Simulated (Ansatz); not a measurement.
# C2F3N (cyanotrifluoromethane): levels of theory compared

Wanted: a comparison of 6 runs (HF/STO-3G, PBE/3-21G, PBE/6-31G, B3LYP/6-31G*, MP2/def2-TZVP, CCSD(T)/6-31+G*) of C2F3N (cyanotrifluoromethane). 

Program for the calculation: Ansatz 0.2.0.

2 further runs of the same task are left out: 2 set aside as unsound or not needed.

## 1. Starting point

The species is C2F3N (6 atoms), meant as a singlet with charge 0. SMILES: `N#CC(F)(F)F`. The shape is that of a PBE0-D4/def2-TZVP optimisation.

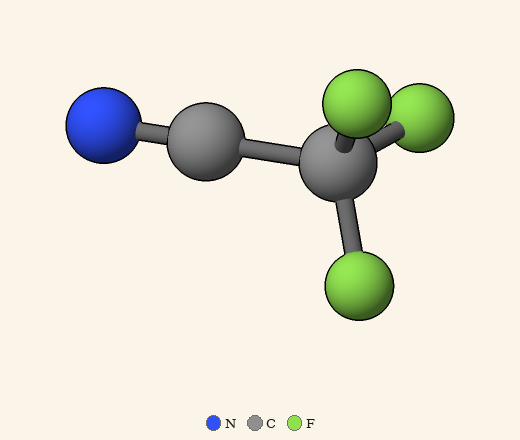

Viewed from a chosen angle; nitrogen blue, carbon grey, fluorine green.

## 2. Energy and gradient at HF/STO-3G (run 1)

run.yaml

```yaml
crystal:
  periodic: [false, false, false]
  atoms:
    - symbol: "N"
      position_ang: [1.022100, -1.705100, 0.893500]
    - symbol: C
      position_ang: [0.486200, -0.810600, 0.417800]
    - symbol: C
      position_ang: [-0.206400, 0.345600, -0.197200]
    - symbol: F
      position_ang: [-1.316000, -0.055800, -0.802300]
    - symbol: F
      position_ang: [0.581500, 0.927000, -1.091500]
    - symbol: F
      position_ang: [-0.525200, 1.234800, 0.733600]
basis:
  gaussian:
    orbitals: STO-3G
magnetization:
  spin_polarized: false
output: {forces: true, orbitals: {seedname: orbitals}}
hamiltonian:
  xc: hf
accuracy: high
```

Command:

```sh
$ ansatz run run.yaml --threads 1 --pin off --max-ram 2610MiB --events-out events.jsonl --progress --plain --runs-dir runs
```

Output:

```text
Warning: RAYON_NUM_THREADS=1 ignored (pool sized by the plan → 1); use --threads N
Functional definition: HF
  name "HF"
  exchange = exact_x
  correlation = 0
614 factors; integrals over basis functions are off by at most 4.0e-8 eV
mean field evaluation 1: about -11491.4644 eV, gradient 5.4e1 eV
mean field evaluation 2: about -11491.6576 eV, gradient 5.4e1 eV
mean field evaluation 4: about -11500.1158 eV, gradient 6.2e0 eV
mean field evaluation 8: about -11500.2428 eV, gradient 2.3e-1 eV
mean field -11500.24300085 eV, -422.6261351366 hartree, gradient 1.4e-8 eV, S^2 0.000000; 0 other end points of the search recorded, 0 dependent functions left out
the calculation of the forces begins
reference -11500.24300085 eV, -422.6261351366 hartree; 23, 23 occupied and 7, 7 virtual orbitals, 614 factors
Total energy: -11500.24300085 eV, -422.6261351366 hartree
Atom 0 at     1.022100    -1.705100     0.893500 Å, force     0.738663    -1.233158     0.656036 eV/Å
Atom 1 at     0.486200    -0.810600     0.417800 Å, force     0.441675    -0.736928     0.391477 eV/Å
Atom 2 at    -0.206400     0.345600    -0.197200 Å, force     0.376183    -0.624618     0.336529 eV/Å
Atom 3 at    -1.316000    -0.055800    -0.802300 Å, force    -2.714957    -0.991135    -1.479385 eV/Å
Atom 4 at     0.581500     0.927000    -1.091500 Å, force     1.933559     1.416830    -2.185564 eV/Å
Atom 5 at    -0.525200     1.234800     0.733600 Å, force    -0.775124     2.169009     2.280906 eV/Å
Dipole moment:    -0.137149     0.228933    -0.121789 e Å
```

Wall time 0.68 s (1 thread of Arm Neoverse V1, shared host).

## 3. Energy and gradient at PBE/3-21G (run 2)

input.yaml

```yaml
crystal:
  periodic: [false, false, false]
  atoms:
    - symbol: N
      position_ang: [1.022100, -1.705100, 0.893500]
    - symbol: C
      position_ang: [0.486200, -0.810600, 0.417800]
    - symbol: C
      position_ang: [-0.206400, 0.345600, -0.197200]
    - symbol: F
      position_ang: [-1.316000, -0.055800, -0.802300]
    - symbol: F
      position_ang: [0.581500, 0.927000, -1.091500]
    - symbol: F
      position_ang: [-0.525200, 1.234800, 0.733600]
basis:
  gaussian:
    orbitals: 3-21G.json
hamiltonian:
  xc: {name: PBE}
accuracy: high
output: {forces: true, orbitals: {seedname: orbitals}}
```

The basis set 3-21G is read from a file made from the Basis Set Exchange's data (not shown).

Command:

```sh
$ ansatz run input.yaml --threads 1 --pin off --max-ram 2610MiB --events-out events.jsonl --progress --plain --runs-dir runs
```

Output (excerpt; [...] marks lines left out):

```text
Warning: RAYON_NUM_THREADS=1 ignored (pool sized by the plan → 1); use --threads N
Functional definition: PBE
  name "PBE"
[...]
1196 factors; integrals over basis functions are off by at most 3.7e-9 eV
[...]
mean field -11637.43811303 eV, -427.6679625150 hartree, gradient 1.4e-8 eV, S^2 0.000000; 0 other end points of the search recorded, 0 dependent functions left out
[...]
reference -11637.43811416 eV, -427.6679625565 hartree; 23, 23 occupied and 31, 31 virtual orbitals, 1196 factors
Total energy: -11637.43811416 eV, -427.6679625565 hartree
Atom 0 at     1.022100    -1.705100     0.893500 Å, force     1.577719    -2.633643     1.400789 eV/Å
Atom 1 at     0.486200    -0.810600     0.417800 Å, force    -1.570661     2.622182    -1.394956 eV/Å
Atom 2 at    -0.206400     0.345600    -0.197200 Å, force     1.098484    -1.831750     0.977293 eV/Å
Atom 3 at    -1.316000    -0.055800    -0.802300 Å, force    -2.165543    -0.904496    -1.160838 eV/Å
Atom 4 at     0.581500     0.927000    -1.091500 Å, force     1.638267     1.066018    -1.738731 eV/Å
Atom 5 at    -0.525200     1.234800     0.733600 Å, force    -0.578265     1.681689     1.916443 eV/Å
Dipole moment:    -0.123435     0.206019    -0.109631 e Å
```

It took 3.6 s on 1 thread of Arm Neoverse V1, shared host.

## 4. Energy and gradient at PBE/6-31G (run 3)

job.yaml

```yaml
crystal:
  periodic: [false, false, false]
  atoms:
    - symbol: N
      position_ang: [1.022100, -1.705100, 0.893500]
    - symbol: C
      position_ang: [0.486200, -0.810600, 0.417800]
    - symbol: C
      position_ang: [-0.206400, 0.345600, -0.197200]
    - symbol: F
      position_ang: [-1.316000, -0.055800, -0.802300]
    - symbol: F
      position_ang: [0.581500, 0.927000, -1.091500]
    - symbol: F
      position_ang: [-0.525200, 1.234800, 0.733600]
basis:
  gaussian: {orbitals: 6-31G}
total_charge: 0
hamiltonian: {xc: pbe}
accuracy: high
output: {forces: true, orbitals: {seedname: orbitals}}
```

Command:

```sh
$ ansatz run job.yaml --threads 1 --pin off --max-ram 2610MiB --events-out events.jsonl --progress --plain --runs-dir runs
```

Output (excerpt; [...] marks lines left out):

```text
Warning: RAYON_NUM_THREADS=1 ignored (pool sized by the plan → 1); use --threads N
Functional definition: PBE
  name "PBE"
[...]
1290 factors; integrals over basis functions are off by at most 4.2e-9 eV
[...]
mean field -11698.29743929 eV, -429.9045015029 hartree, gradient 5.0e-8 eV, S^2 0.000000; 0 other end points of the search recorded, 0 dependent functions left out
[...]
reference -11698.29744073 eV, -429.9045015562 hartree; 23, 23 occupied and 31, 31 virtual orbitals, 1290 factors
Total energy: -11698.29744073 eV, -429.9045015562 hartree
Atom 0 at     1.022100    -1.705100     0.893500 Å, force     1.999256    -3.337206     1.774877 eV/Å
Atom 1 at     0.486200    -0.810600     0.417800 Å, force    -1.938167     3.235499    -1.721011 eV/Å
Atom 2 at    -0.206400     0.345600    -0.197200 Å, force     1.485830    -2.478306     1.321069 eV/Å
Atom 3 at    -1.316000    -0.055800    -0.802300 Å, force    -2.793594    -1.065621    -1.514489 eV/Å
Atom 4 at     0.581500     0.927000    -1.091500 Å, force     2.028606     1.432354    -2.247615 eV/Å
Atom 5 at    -0.525200     1.234800     0.733600 Å, force    -0.781931     2.213279     2.387169 eV/Å
Dipole moment:    -0.107404     0.179252    -0.095397 e Å
```

Run time: 4.8 s. Hardware: 1 thread of Arm Neoverse V1, shared host.

Runs 4 to 5 aren't shown in full; the table further down has their settings and results.

## 5. Energy and forces at CCSD(T)/6-31+G(d) (spherical functions) (run 6)

molecule.yaml

```yaml
crystal:
  periodic: [false, false, false]
  atoms:
    - {symbol: N, position_ang: [1.022100, -1.705100, 0.893500]}
    - {symbol: C, position_ang: [0.486200, -0.810600, 0.417800]}
    - {symbol: C, position_ang: [-0.206400, 0.345600, -0.197200]}
    - {symbol: F, position_ang: [-1.316000, -0.055800, -0.802300]}
    - {symbol: F, position_ang: [0.581500, 0.927000, -1.091500]}
    - {symbol: F, position_ang: [-0.525200, 1.234800, 0.733600]}
basis:
  gaussian:
    orbitals: 6-31+G_st_-spherical.json
correlation:
  method: ccsd_t
  frozen_orbitals: {C: 1, F: 1, "N": 1}
accuracy: high
scf:
  omitted_lower_state_checks: [cluster_reference, increment]
output: {forces: true, orbitals: {seedname: orbitals}}
```

The basis set 6-31+G* is read from a file made from the Basis Set Exchange's data (not shown).

Command:

```sh
$ ansatz run molecule.yaml --threads 1 --pin off --max-ram 2610MiB --events-out events.jsonl --progress --plain --runs-dir runs
```

Output:

```text
Warning: RAYON_NUM_THREADS=1 ignored (pool sized by the plan → 1); use --threads N
[... 12 lines left out ...]
6 core orbitals not correlated: weight in the atoms' cores, before any rotation towards them, 1.000 or more for the frozen orbitals, at most 0.000 for the correlated occupied ones
[... 24 lines left out ...]
Total energy: -11685.82575670 eV, -429.4461756216 hartree
[... 6 lines left out ...]
Dipole moment:    -0.117987     0.196903    -0.104789 e Å
Checks for a lower state left out: cluster_reference, increment
```

It took 6.2 min on 1 thread of Arm Neoverse V1, shared host; peak memory 1.6 GiB.

## 6. Overview of the runs

| run | level | Cartesian functions | frozen core orbitals | energy (Eh) | dipole moment (D) | HOMO energy (eV) | LUMO energy (eV) | wall time |
| --- | --- | --- | --- | --- | --- | --- | --- | --- |
| 1 | HF/STO-3G | no | – | -422.626135 | 1.41 | -12.56 | 8.18 | 0.68 s |
| 2 | PBE/3-21G | no | – | -427.667963 | 1.27 | -8.91 | -1.30 | 3.6 s |
| 3 | PBE/6-31G | no | – | -429.904502 | 1.10 | -9.33 | -1.77 | 4.8 s |
| 4 | B3LYP/6-31G* (Cartesian functions) | yes | – | -430.445782 | 1.48 | -10.48 | -0.60 | 9 s |
| 5 | MP2/def2-TZVP | no | 6 | -429.890515 | 1.33 | -14.46 | 3.53 | 55 s |
| 6 | CCSD(T)/6-31+G* (spherical functions) | no | 6 | -429.446176 | 1.21 | -14.53 | 1.78 | 6.2 min |

## 7. Results

| quantity | value |
| --- | --- |
| run 6: total energy | -429.44618 Eh |
| run 6: dipole moment (correlated density) | 1.21 D |
| run 6: HOMO energy (Hartree–Fock orbitals) | -14.53 eV |
| run 6: LUMO energy (Hartree–Fock orbitals) | 1.78 eV |
| run 6: HOMO–LUMO gap (Hartree–Fock orbitals) | 16.30 eV |
| run 6: correlation energy (6 core orbitals frozen) | -957.5 mEh |
| run 6: (T) correction | -29.87 mEh |
| run 6: T1 diagnostic | 0.015 |
| run 6: largest force on an atom | 3.338 eV/Å |

What this shows: The dipole moment (its size) runs from 1.10 D (PBE/6-31G) to 1.48 D (B3LYP/6-31G*). The two ends differ in method and basis. Over runs 1, 2, 3, 4 the HOMO–LUMO gap runs from 7.56 eV (PBE/6-31G) to 20.74 eV (HF/STO-3G). Totals of different functionals can't be ranked against each other. In run 1 the basis is minimal, so the values are rough. All runs together took 7.4 min, the longest 6.2 min.
